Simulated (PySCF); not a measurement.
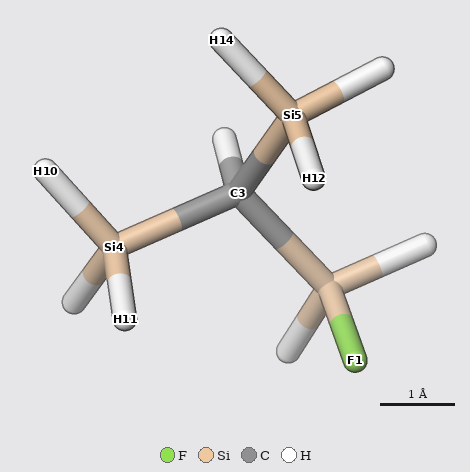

Fig. 1: The starting structure (stick view, seen at a tilt; atoms are numbered from 1 in the order of the input).

**Geometry relaxation of CH$_{9}$FSi$_{3}$**

CH$_{9}$FSi$_{3}$, SMILES F[SiH2]C([SiH3])[SiH3], computed with PBE0-D3(BJ)/def2-SVP geometry optimisation, gas phase (PySCF 2.14.0).

It belongs to a series of runs on one base structure; here: constitutional isomer.

**The program's output**
```
step   0  E = -1011.00253062  max force = 0.022570
step   1  E = -1011.00775872  max force = 0.005388
step   2  E = -1011.00811460  max force = 0.001635
step   3  E = -1011.00816492  max force = 0.000383
step   4  E = -1011.00818425  max force = 0.000469
step   5  E = -1011.00819775  max force = 0.000568
step   6  E = -1011.00821380  max force = 0.000563
step   7  E = -1011.00823270  max force = 0.000682
step   8  E = -1011.00827046  max force = 0.000720
step   9  E = -1011.00828191  max force = 0.000443
optimisation converged
```

**Trajectory as extended XYZ (Å, eV, eV/Å), 10 frames, from step=0 to step=9**
```
14
Properties=species:S:1:pos:R:3:forces:R:3 step=0 energy=-27510.78013
F    -1.0416   -1.4940    1.6785    0.0737   0.1301   0.3991
Si   -1.1843   -1.3800    0.0669    0.6491   0.6162   0.3847
C    -0.0507    0.0110   -0.5140    0.3965  -0.2499   0.9110
Si   -0.5731    1.7238    0.1118   -0.9604  -1.0068  -0.0275
Si    1.7896   -0.3469   -0.0805   -1.1606   0.4117   0.2757
H    -2.5963   -1.1072   -0.1718   -0.5894   0.1220  -0.3351
H    -0.7636   -2.6965   -0.3998    0.1375  -0.4868  -0.5177
H    -0.0748    0.0466   -1.6023   -0.1131   0.0113  -0.6285
H    -1.9881    1.9654   -0.3066   -0.0426   0.0611  -0.0327
H     0.2505    2.7560   -0.4556    0.7280   0.7949  -0.4161
H    -0.5487    1.7883    1.5828    0.1370  -0.0021   0.3809
H     1.9827   -0.3979    1.3856    0.0151  -0.0419   0.2327
H     2.1695   -1.6062   -0.6813    0.3166  -0.8585  -0.3528
H     2.6218    0.7227   -0.6214    0.4125   0.4986  -0.2737
14
Properties=species:S:1:pos:R:3:forces:R:3 step=1 energy=-27510.92239
F    -0.9520   -1.4511    1.5937   -0.0403  -0.0937  -0.0213
Si   -1.0689   -1.3576   -0.0266   -0.0182   0.0910  -0.2771
C     0.0466    0.0285   -0.5902    0.0274   0.0016  -0.0827
Si   -0.5667    1.7154   -0.0019    0.2762   0.1678  -0.0176
Si    1.8635   -0.2961   -0.1608   -0.0235  -0.0328  -0.0672
H    -2.4918   -1.0816   -0.3849    0.0152   0.0010   0.0944
H    -0.6528   -2.6512   -0.6438    0.0249  -0.0312   0.1470
H     0.0029    0.0514   -1.7004   -0.0524  -0.0615   0.0986
H    -1.9765    1.9606   -0.4292   -0.0315  -0.0474  -0.0063
H     0.3024    2.7965   -0.5817   -0.0941  -0.0887   0.0501
H    -0.4806    1.7889    1.4859   -0.0392   0.0108   0.0185
H     2.0519   -0.3606    1.3180   -0.0035   0.0205   0.0003
H     2.2954   -1.6044   -0.7575   -0.0319   0.0881   0.0417
H     2.7211    0.7949   -0.7208   -0.0091  -0.0256   0.0216
14
Properties=species:S:1:pos:R:3:forces:R:3 step=2 energy=-27510.93208
F    -0.9675   -1.4679    1.5798   -0.0073  -0.0264   0.0425
Si   -1.0735   -1.3561   -0.0396   -0.0116   0.0272  -0.0841
C     0.0482    0.0299   -0.5939   -0.0186  -0.0177  -0.0036
Si   -0.5485    1.7222   -0.0011    0.0577   0.0473   0.0045
Si    1.8604   -0.2938   -0.1626    0.0039  -0.0268  -0.0090
H    -2.4996   -1.0829   -0.3788    0.0055   0.0262   0.0031
H    -0.6576   -2.6631   -0.6243    0.0325  -0.0005   0.0250
H    -0.0010    0.0469   -1.7011   -0.0355  -0.0144   0.0025
H    -1.9615    1.9545   -0.4299   -0.0112  -0.0122   0.0046
H     0.3106    2.8014   -0.5809   -0.0100  -0.0206   0.0045
H    -0.4723    1.7992    1.4882   -0.0105  -0.0041  -0.0057
H     2.0445   -0.3487    1.3170   -0.0018   0.0160   0.0037
H     2.2908   -1.6005   -0.7503    0.0047   0.0045   0.0080
H     2.7211    0.7925   -0.7227    0.0023   0.0014   0.0041
14
Properties=species:S:1:pos:R:3:forces:R:3 step=3 energy=-27510.93344
F    -0.9807   -1.4731    1.5780   -0.0083  -0.0018   0.0156
Si   -1.0777   -1.3536   -0.0425   -0.0085  -0.0086  -0.0053
C     0.0468    0.0284   -0.5943    0.0149  -0.0003   0.0104
Si   -0.5403    1.7243   -0.0012   -0.0060   0.0002   0.0023
Si    1.8590   -0.2965   -0.1625   -0.0006  -0.0061  -0.0026
H    -2.5011   -1.0732   -0.3858    0.0013   0.0104  -0.0088
H    -0.6545   -2.6618   -0.6190    0.0114   0.0023  -0.0005
H    -0.0087    0.0410   -1.7009   -0.0197   0.0010  -0.0100
H    -1.9561    1.9538   -0.4250    0.0012   0.0006   0.0045
H     0.3175    2.7992   -0.5855    0.0092   0.0044  -0.0068
H    -0.4630    1.8021    1.4876    0.0008  -0.0024  -0.0021
H     2.0411   -0.3381    1.3180   -0.0026   0.0084   0.0021
H     2.2918   -1.6060   -0.7401    0.0037  -0.0091   0.0025
H     2.7204    0.7868   -0.7269    0.0030   0.0011  -0.0013
14
Properties=species:S:1:pos:R:3:forces:R:3 step=4 energy=-27510.93397
F    -0.9993   -1.4731    1.5786   -0.0073   0.0114  -0.0090
Si   -1.0830   -1.3517   -0.0432   -0.0007  -0.0122   0.0241
C     0.0461    0.0266   -0.5936    0.0208   0.0016   0.0114
Si   -0.5329    1.7261   -0.0020   -0.0197  -0.0168   0.0031
Si    1.8581   -0.3001   -0.1617   -0.0019   0.0048  -0.0036
H    -2.5023   -1.0650   -0.3974   -0.0005  -0.0029  -0.0098
H    -0.6534   -2.6604   -0.6140   -0.0029   0.0019  -0.0049
H    -0.0150    0.0355   -1.7002   -0.0063   0.0077  -0.0059
H    -1.9504    1.9575   -0.4193    0.0043   0.0053   0.0004
H     0.3264    2.7966   -0.5919    0.0080   0.0074  -0.0064
H    -0.4508    1.8049    1.4864    0.0060   0.0015  -0.0005
H     2.0387   -0.3272    1.3193   -0.0011   0.0016   0.0015
H     2.2910   -1.6145   -0.7279   -0.0005  -0.0081   0.0031
H     2.7212    0.7785   -0.7333    0.0018  -0.0033  -0.0034
14
Properties=species:S:1:pos:R:3:forces:R:3 step=5 energy=-27510.93434
F    -1.0266   -1.4639    1.5804   -0.0038   0.0188  -0.0204
Si   -1.0903   -1.3481   -0.0430    0.0047  -0.0057   0.0292
C     0.0463    0.0245   -0.5923    0.0132  -0.0020   0.0064
Si   -0.5236    1.7282   -0.0036   -0.0173  -0.0196   0.0065
Si    1.8574   -0.3063   -0.1604   -0.0017   0.0084  -0.0037
H    -2.5041   -1.0566   -0.4153   -0.0020  -0.0118  -0.0083
H    -0.6551   -2.6593   -0.6041   -0.0112  -0.0010  -0.0019
H    -0.0198    0.0294   -1.6989    0.0064   0.0128   0.0003
H    -1.9424    1.9644   -0.4134    0.0045   0.0052  -0.0038
H     0.3383    2.7930   -0.6005    0.0026   0.0050  -0.0039
H    -0.4341    1.8094    1.4843    0.0077   0.0049  -0.0007
H     2.0374   -0.3163    1.3211    0.0007  -0.0036   0.0005
H     2.2864   -1.6284   -0.7119   -0.0040  -0.0048   0.0039
H     2.7246    0.7635   -0.7427    0.0001  -0.0066  -0.0041
14
Properties=species:S:1:pos:R:3:forces:R:3 step=6 energy=-27510.93478
F    -1.0936   -1.4263    1.5845    0.0096   0.0246  -0.0289
Si   -1.1086   -1.3365   -0.0416    0.0095   0.0077   0.0209
C     0.0481    0.0201   -0.5895   -0.0099  -0.0103  -0.0084
Si   -0.5012    1.7330   -0.0081   -0.0058  -0.0152   0.0136
Si    1.8559   -0.3241   -0.1568   -0.0005   0.0080  -0.0019
H    -2.5082   -1.0392   -0.4602   -0.0038  -0.0223  -0.0040
H    -0.6635   -2.6574   -0.5714   -0.0211  -0.0061   0.0082
H    -0.0261    0.0172   -1.6962    0.0278   0.0223   0.0110
H    -1.9218    1.9816   -0.4035    0.0028   0.0020  -0.0095
H     0.3667    2.7848   -0.6206   -0.0076  -0.0009   0.0006
H    -0.3951    1.8215    1.4782    0.0076   0.0094  -0.0018
H     2.0365   -0.2976    1.3247    0.0033  -0.0109  -0.0003
H     2.2698   -1.6648   -0.6748   -0.0087   0.0016   0.0046
H     2.7354    0.7212   -0.7650   -0.0031  -0.0099  -0.0040
14
Properties=species:S:1:pos:R:3:forces:R:3 step=7 energy=-27510.93529
F    -1.1402   -1.3835    1.5871    0.0170   0.0153  -0.0181
Si   -1.1220   -1.3248   -0.0399    0.0086   0.0137   0.0030
C     0.0503    0.0178   -0.5887   -0.0270  -0.0132  -0.0230
Si   -0.4849    1.7368   -0.0124    0.0075  -0.0045   0.0158
Si    1.8543   -0.3407   -0.1539    0.0010   0.0020   0.0022
H    -2.5111   -1.0292   -0.4936   -0.0037  -0.0210   0.0005
H    -0.6735   -2.6567   -0.5384   -0.0203  -0.0074   0.0145
H    -0.0257    0.0117   -1.6954    0.0351   0.0256   0.0151
H    -1.9059    1.9945   -0.4001   -0.0004  -0.0015  -0.0101
H     0.3870    2.7799   -0.6352   -0.0128  -0.0054   0.0027
H    -0.3676    1.8318    1.4727    0.0047   0.0101  -0.0025
H     2.0365   -0.2920    1.3270    0.0037  -0.0114  -0.0013
H     2.2514   -1.6952   -0.6491   -0.0091   0.0063   0.0036
H     2.7458    0.6834   -0.7801   -0.0044  -0.0085  -0.0026
14
Properties=species:S:1:pos:R:3:forces:R:3 step=8 energy=-27510.93632
F    -1.1643   -1.3338    1.5891    0.0087  -0.0057   0.0148
Si   -1.1306   -1.3127   -0.0377    0.0026   0.0125  -0.0267
C     0.0530    0.0183   -0.5906   -0.0370  -0.0124  -0.0327
Si   -0.4743    1.7406   -0.0166    0.0228   0.0132   0.0096
Si    1.8519   -0.3577   -0.1518    0.0026  -0.0100   0.0079
H    -2.5142   -1.0274   -0.5148   -0.0002  -0.0050   0.0059
H    -0.6856   -2.6575   -0.5031   -0.0043  -0.0046   0.0150
H    -0.0169    0.0150   -1.6975    0.0243   0.0183   0.0117
H    -1.8943    2.0038   -0.4040   -0.0040  -0.0058  -0.0037
H     0.3992    2.7788   -0.6458   -0.0115  -0.0087   0.0020
H    -0.3510    1.8429    1.4673   -0.0009   0.0055  -0.0022
H     2.0360   -0.3022    1.3288    0.0023  -0.0039  -0.0020
H     2.2286   -1.7222   -0.6352   -0.0032   0.0079   0.0004
H     2.7569    0.6476   -0.7883   -0.0022  -0.0013   0.0000
14
Properties=species:S:1:pos:R:3:forces:R:3 step=9 energy=-27510.93663
F    -1.1471   -1.3315    1.5898   -0.0013  -0.0035   0.0151
Si   -1.1272   -1.3126   -0.0373   -0.0010   0.0032  -0.0214
C     0.0528    0.0207   -0.5932   -0.0228  -0.0101  -0.0148
Si   -0.4780    1.7412   -0.0167    0.0142   0.0117   0.0013
Si    1.8510   -0.3582   -0.1524    0.0015  -0.0097   0.0065
H    -2.5154   -1.0331   -0.5041    0.0012   0.0054   0.0045
H    -0.6864   -2.6591   -0.5013    0.0061  -0.0006   0.0060
H    -0.0103    0.0233   -1.7000    0.0072   0.0064   0.0026
H    -1.8975    2.0006   -0.4091   -0.0029  -0.0042   0.0027
H     0.3931    2.7818   -0.6441   -0.0031  -0.0045  -0.0013
H    -0.3584    1.8453    1.4673   -0.0013   0.0003  -0.0006
H     2.0347   -0.3156    1.3285    0.0003   0.0010  -0.0005
H     2.2257   -1.7194   -0.6457    0.0014   0.0023  -0.0015
H     2.7572    0.6502   -0.7818    0.0004   0.0023   0.0014
```

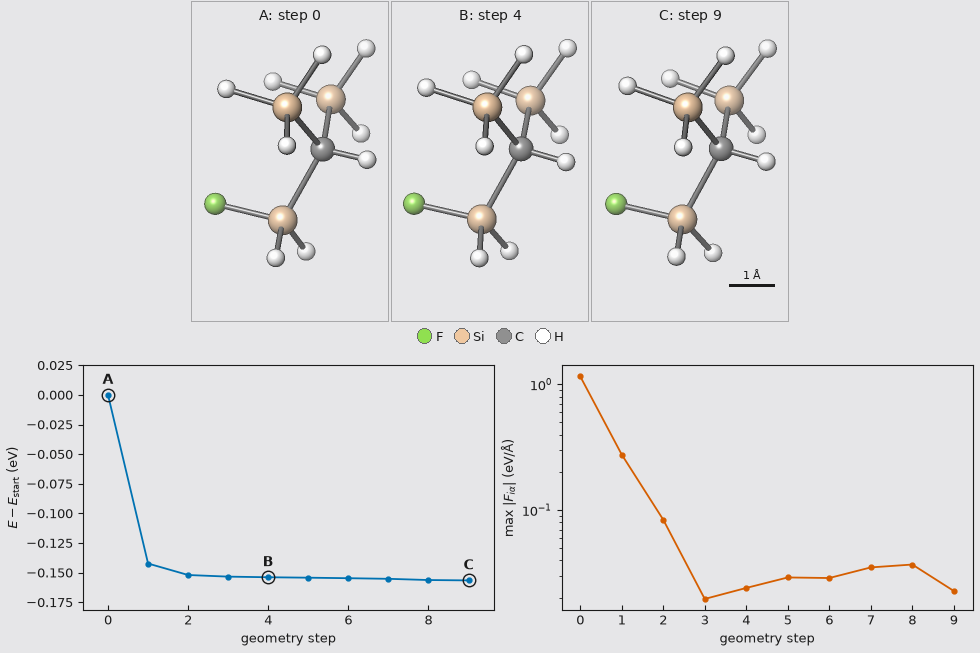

Fig. 2: Frames of the relaxation (ball-and-stick view, seen at an oblique angle) above the curves, on which the letters mark them (steps are counted from 0).

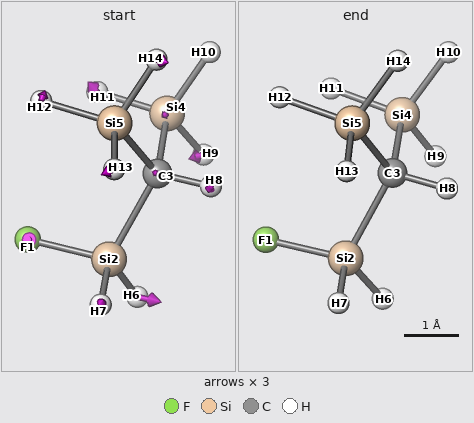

Fig. 3: Before (left) and after (right) the relaxation, at one scale (ball-and-stick view, seen at an oblique angle). The pink arrows give the displacements, magnified 3 times. After 9 geometry steps the energy has fallen by 0.157 eV. Largest force component: 1.2 eV/Å at the start, 0.023 eV/Å at the end. H6 moves most after the best rigid fit: 0.18 Å. By element the largest moves are H 0.18 Å, F 0.13 Å, Si 0.05 Å, C 0.04 Å. Among the contacts that change: Si4–H10 1.437 → 1.495 Å, Si5–H13 1.446 → 1.496 Å, C3–Si5 1.924 → 1.890 Å, Si2–H6 1.458 → 1.491 Å. Among the angles that change: F1–Si2–H7 103.2° → 107.7°, Si2–C3–H8 108.6° → 105.3°, H6–Si2–H7 113.3° → 110.3°. (Atoms are counted from 1 in the order of the input.)

The run was set up as follows.

**Input file**
```
{"job": {"xc": "PBE0", "basis": "def2-SVP", "d3": "d3bj", "grid": 1, "shake": 0.01, "kind": "geom"}, "charge": 0, "multiplicity": 1}
F     -1.041620    -1.494020     1.678470
Si    -1.184330    -1.380030     0.066880
C     -0.050700     0.010980    -0.514000
Si    -0.573120     1.723780     0.111790
Si     1.789650    -0.346890    -0.080520
H     -2.596310    -1.107230    -0.171750
H     -0.763630    -2.696460    -0.399810
H     -0.074810     0.046580    -1.602260
H     -1.988140     1.965390    -0.306620
H      0.250520     2.756030    -0.455580
H     -0.548670     1.788340     1.582800
H      1.982650    -0.397940     1.385570
H      2.169510    -1.606250    -0.681280
H      2.621850     0.722660    -0.621450
```

The first line tells a small driver script what to run in PySCF; the rest is the geometry in Å.

Run as:
```bash
OMP_NUM_THREADS=1 python <driver script> task.json out
```

**Results in brief**

- outcome: converged
- total energy: −1011.008282 hartree
- dipole moment: 1.90 D
- point group: C1
- hardware: 1 CPU thread, shared host
- wall time: 81 s
- peak memory: 0.52 GiB
